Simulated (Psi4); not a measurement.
**A workflow on BBr2Cl (dibromo(chloro)borane)**

Aim: a structure relaxation (PBE0-D4/def2-SVP), then vibrational wavenumbers, then the excited states (TDA-PBE0/def2-SVP) of BBr2Cl (dibromo(chloro)borane). 

The results are computed with Psi4 1.11.

### Step 1. The structure to begin with

The species is BBr2Cl (4 atoms), meant as a singlet with charge 0. SMILES: `ClB(Br)Br`. The shape is that of a PBE0-D4/def2-TZVP optimisation. The run starts from this shape.

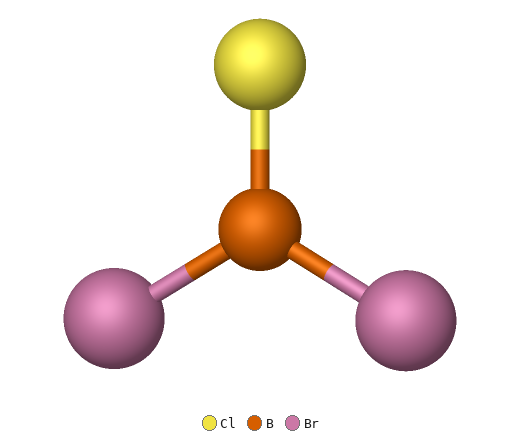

Viewed from a chosen angle; chlorine yellow, boron orange, bromine pink.

### Step 2. A structure relaxation at PBE0-D4/def2-SVP (density fitting) (run 1)

job.py reads:

```python
import psi4

psi4.set_memory('1600 MB')
psi4.set_num_threads(1)
psi4.set_output_file('run.log', False)

molecule = psi4.geometry("""
0 1
Cl    -0.203300    -1.644940     0.633550
B     -0.004820    -0.039040     0.015030
Br     1.283490     1.123730     0.785650
Br    -1.075360     0.560270    -1.434250
""")

psi4.set_options({
    'basis': 'def2-SVP',
    'geom_maxiter': 60,
})

energy_value, wavefunction = psi4.optimize("pbe0-d4", molecule=molecule, return_wfn=True)
print(f'pbe0-d4 energy: {energy_value:.10f} Eh')
print(molecule.to_string(dtype='xyz', units='Angstrom'))
```

Launch:

```console
python job.py
```

run.log:

```text
[...]
  Running in c1 symmetry.
[...]
  Nuclear repulsion =  520.816737110010990
[...]
  Multiplicity = 1
[...]
  Nalpha       = 46
  Nbeta        = 46
[...]
    Number of basis functions: 96
[...]
   @DF-RKS iter   0: -5631.91547852279109   -5.63192e+03   8.19611e-05
[...]
   @DF-RKS iter   7: -5631.91534691195466   -1.27329e-11   8.10821e-09 DIIS
[...]
  @DF-RKS Final Energy: -5631.91534691195466
   => Energetics <=
    Nuclear Repulsion Energy =            520.0413141588735471
    One-Electron Energy =               -8869.7735473785032809
    Two-Electron Energy =                2879.4181916077495771
    DFT Exchange-Correlation Energy =    -161.5963563756087353
    Empirical Dispersion Energy =          -0.0049489244669329
    VV10 Nonlocal Energy =                  0.0000000000000000
    Total Energy =                      -5631.9153469119546571
[...]
  -Total Gradient:
     Atom            X                  Y                   Z
    ------   -----------------  -----------------  -----------------
       1       -0.000121089674     0.000122071445     0.000097705725
       2        0.000345003188    -0.000322632667    -0.000285055095
       3       -0.000107945326     0.000155211519     0.000068604795
       4       -0.000101307392     0.000156689528     0.000074905909
[...]
    Final optimized geometry and variables:
    Molecular point group: c1
    Full point group: C1
    Geometry (in Angstrom), charge = 0, multiplicity = 1:
    CL          -0.249706766094    -2.018535622136     0.777687785630
    B           -0.047342351067    -0.407348266322     0.153699967103
    BR           1.238883641764     0.757551549466     0.927715890724
    BR          -1.121633762990     0.193691197640    -1.293752231053
```

The script printed:

```text
Optimizer: Optimization complete!
pbe0-d4 energy: -5631.9153469120 Eh
4
0 1 BBr2Cl
Cl                   -0.249706766094    -2.018535622136     0.777687785630
B                    -0.047342351067    -0.407348266322     0.153699967103
Br                    1.238883641764     0.757551549466     0.927715890724
Br                   -1.121633762990     0.193691197640    -1.293752231053
```

It took 30 s on 1 thread of Intel Xeon Platinum 8259CL at 2.50GHz (Skylake/Cascade Lake), shared host; peak memory 0.49 GiB.

The path in brief:

```
step  energy from the first frame kept (eV)  largest force (eV/Å)
   0                                 0.0000                0.1926
   1                                -0.0007                0.0509
   2                                -0.0007                0.0284
```

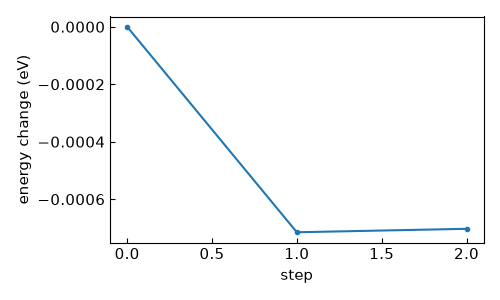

Energy along the run.

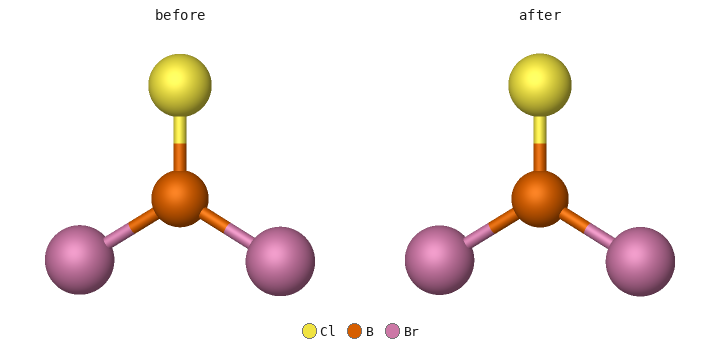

Before and after, at one scale.

After the run. Bond lengths: Cl1–B2 1.740 Å, B2–Br3 1.900 Å, B2–Br4 1.900 Å. Angles: Cl1–B2–Br3 120.0°, Cl1–B2–Br4 120.0°, Br3–B2–Br4 119.9°.

### Step 3. Vibrational wavenumbers at PBE0-D4/def2-SVP (density fitting) (run 2)

input.dat reads:

```
memory 1.6 GB

molecule geom {
  0 1
  Cl    -0.204258    -1.650815     0.636057
  B     -0.001894    -0.039627     0.012069
  Br     1.284332     1.125273     0.786085
  Br    -1.076185     0.561412    -1.435383
  units angstrom
  symmetry c1
}

set {
  basis                      def2-SVP
  t                          298.15
  rotational_symmetry_number 2
}

e_tot = frequency('pbe0-d4')
```

Launch:

```console
psi4 input.dat output.dat -n 1
```

output.dat:

```text
[...]
  Running in c1 symmetry.
[...]
  Nuclear repulsion =  520.041309976079674
[...]
  Multiplicity = 1
[...]
  Nalpha       = 46
  Nbeta        = 46
[...]
    Number of basis functions: 96
[...]
   @DF-RKS iter   1: -5631.36820825635368   -2.32009e+00   1.94418e-02 DIIS/ADIIS
[...]
   @DF-RKS iter  11: -5631.91534688788397    1.81899e-12   3.29890e-09 DIIS
[...]
  @DF-RKS Final Energy: -5631.91534688788397
   => Energetics <=
    Nuclear Repulsion Energy =            520.0132672149352402
    One-Electron Energy =               -8869.7174590118593187
    Two-Electron Energy =                2879.3900836937318672
    DFT Exchange-Correlation Energy =    -161.5962899956800527
    Empirical Dispersion Energy =          -0.0049487890118142
    VV10 Nonlocal Energy =                  0.0000000000000000
    Total Energy =                      -5631.9153468878839703
[...]
  -Total Gradient:
     Atom            X                  Y                   Z
    ------   -----------------  -----------------  -----------------
       1       -0.000118128632     0.000115684508     0.000104133499
       2        0.000353789564    -0.000350767549    -0.000261328182
       3       -0.000078436845     0.000172397203     0.000091199322
       4       -0.000142704430     0.000173988663     0.000022036313
[...]
  ==> Harmonic Vibrational Analysis <==
[...]
  Freq [cm^-1]                 169.7090            200.9229            355.2896
[...]
  IR activ [km/mol]             0.0808              0.3458              0.4261
[...]
  Freq [cm^-1]                 404.9272            854.0853            948.9259
[...]
  IR activ [km/mol]             2.2401             330.5803            312.9038
[...]
  Total E_0, Enthalpy at 0 [K]                                                        -5631.90866310 [Eh]
[...]
```

Standard output:

```text
Warning: used thermodynamics relations inappropriate for low-frequency modes: ['169.7090' '200.9229' '355.2896' '404.9272']
```

Wall time 2.4 min (1 thread of Intel Xeon Platinum 8259CL at 2.50GHz (Skylake/Cascade Lake), shared host); peak memory 0.52 GiB.

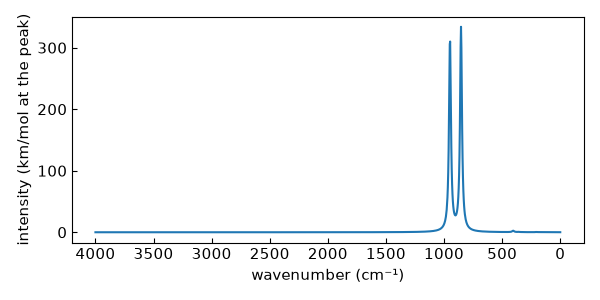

Harmonic infrared spectrum, unscaled, lines broadened by 10 cm⁻¹.

### Step 4. The excited states at TDA-PBE0/def2-SVP (density fitting, save jk yes) (run 3)

bbr2cl.in reads:

```
memory 1600 MB

molecule system {
  0 1
  Cl    -0.204258    -1.650815     0.636057
  B     -0.001894    -0.039627     0.012069
  Br     1.284332     1.125273     0.786085
  Br    -1.076185     0.561412    -1.435383
  symmetry c1
}

set basis def2-SVP
set reference rks
set save_jk true

from psi4.driver.procrouting.response.scf_response import tdscf_excitations
e_tot, wfn = energy("pbe0", return_wfn=True)
states = tdscf_excitations(wfn, states=4, tda=True)
print_variables()
```

Launch:

```console
psi4 -n 1 bbr2cl.in bbr2cl.out
```

bbr2cl.out:

```text
[...]
  Running in c1 symmetry.
[...]
  Nuclear repulsion =  520.041309976079674
[...]
  Multiplicity = 1
[...]
  Nalpha       = 46
  Nbeta        = 46
[...]
    Number of basis functions: 96
[...]
   @DF-RKS iter   1: -5631.36325933037460   -2.32009e+00   1.94418e-02 DIIS/ADIIS
[...]
   @DF-RKS iter   8: -5631.91039799273949   -2.49165e-08   4.49322e-07 DIIS
[...]
  @DF-RKS Final Energy: -5631.91039799273949
   => Energetics <=
    Nuclear Repulsion Energy =            520.0413099760796740
    One-Electron Energy =               -8869.7735775944383931
    Two-Electron Energy =                2879.4182267910109658
    DFT Exchange-Correlation Energy =    -161.5963571653906570
    Empirical Dispersion Energy =           0.0000000000000000
    VV10 Nonlocal Energy =                  0.0000000000000000
    Total Energy =                      -5631.9103979927394903
[...]
 Multipole Moments:
 ------------------------------------------------------------------------------------
     Multipole            Electronic (a.u.)      Nuclear  (a.u.)        Total (a.u.)
 ------------------------------------------------------------------------------------
 L = 1.  Multiply by 2.5417464519 to convert [e a0] to [Debye]
 Dipole X            :          0.7136048           -0.7142802           -0.0006754
 Dipole Y            :          5.7664785           -5.7794465           -0.0129680
 Dipole Z            :         -2.2219401            2.2259468            0.0040067
 Magnitude           :                                                    0.0135896
[...]
                                    Excitation Energy         Total Energy        Oscillator Strength             Rotatory Strength
[...]
Excited State    1 (1 A):   0.18453 au   246.92 nm f = 0.0000
[...]
Excited State    2 (1 A):   0.21284 au   214.07 nm f = 0.0003
[...]
```

Wall time 20 s (1 thread of Intel Xeon Platinum 8259CL at 2.50GHz (Skylake/Cascade Lake), shared host); peak memory 0.44 GiB.

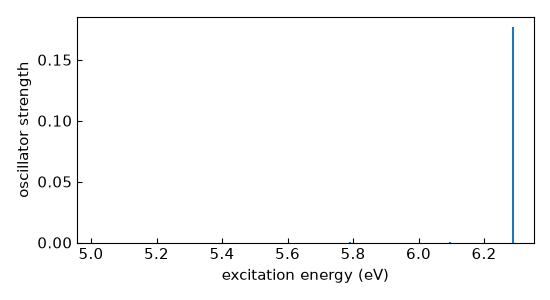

Vertical excitations as sticks.

The roots found:

```
excited state  energy (eV)  strength  label
            1        5.021    0.0000    A 1
            2        5.792    0.0003    A 1
            3        6.096    0.0001    A 1
            4        6.288    0.1767    A 1
```

### Step 5. Summary of results

```
                                                                          quantity             value
                                  run 1, PBE0-D4/def2-SVP: total energy at the end    -5631.91535 Eh
                                            run 1, PBE0-D4/def2-SVP: dipole moment            0.03 D
                                              run 1, PBE0-D4/def2-SVP: HOMO energy          -8.34 eV
                                              run 1, PBE0-D4/def2-SVP: LUMO energy          -1.79 eV
                                            run 1, PBE0-D4/def2-SVP: HOMO–LUMO gap           6.55 eV
                                        run 1, PBE0-D4/def2-SVP: dispersion energy     -12.99 kJ/mol
                               run 2, PBE0-D4/def2-SVP: lowest harmonic wavenumber          170 cm⁻¹
                              run 2, PBE0-D4/def2-SVP: highest harmonic wavenumber          949 cm⁻¹
                                        run 2, PBE0-D4/def2-SVP: zero-point energy       17.5 kJ/mol
run 2, PBE0-D4/def2-SVP: ideal-gas entropy at 298.15 K (symmetry number 2 as used)  76.7 cal/(mol K)
                       run 3, TDA-PBE0/def2-SVP: ground-state or mean-field energy    -5631.91040 Eh
                  run 3, TDA-PBE0/def2-SVP: dipole moment (PBE0 Kohn–Sham density)            0.03 D
                   run 3, TDA-PBE0/def2-SVP: HOMO energy (PBE0 Kohn–Sham orbitals)          -8.34 eV
                   run 3, TDA-PBE0/def2-SVP: LUMO energy (PBE0 Kohn–Sham orbitals)          -1.79 eV
                 run 3, TDA-PBE0/def2-SVP: HOMO–LUMO gap (PBE0 Kohn–Sham orbitals)           6.55 eV
                                run 3, TDA-PBE0/def2-SVP: lowest excitation energy           5.02 eV
```

In words: The optimisation (run 1, PBE0-D4/def2-SVP) took 3 steps and changed the energy by -0.001 eV. All 6 modes (run 2, PBE0-D4/def2-SVP) are real, so the shape is a minimum at this level. The brightest of the 4 transitions from the ground state lies at 6.29 eV (197 nm, f = 0.177); the lowest, at 5.02 eV, has f = 0.000.
